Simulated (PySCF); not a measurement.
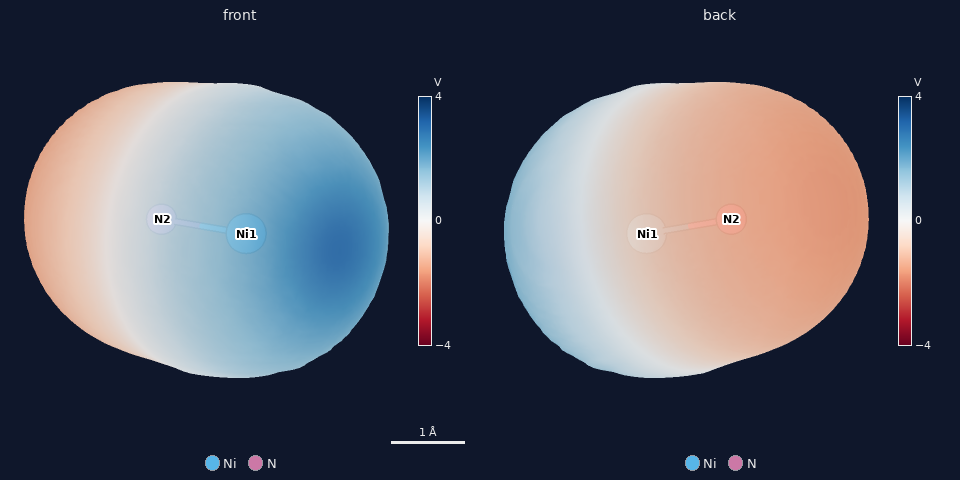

The picture shows: NiN (quartet). The electrostatic potential painted on the density surface at 0.001 e/bohr³, seen from the front and from behind; red is negative and blue positive.

Theory: PySCF 2.14.0, PBE0/def2-TZVP, non-relativistic Hamiltonian with scalar-relativistic core potentials where named, at a bond length of 1.665 Å.

```xyz
2

Ni    0.0000    0.0000   -0.3241
N     0.0000    0.0000    1.3409
```

### Which sites attract a positive test charge, and which a negative one?

A positive charge is drawn to the negative regions and a negative charge to the positive ones. The most negative region (about −1.7 V) lies over N2, the most positive (about +3.0 V) over Ni1. N2 is the likeliest acceptor of a hydrogen bond.
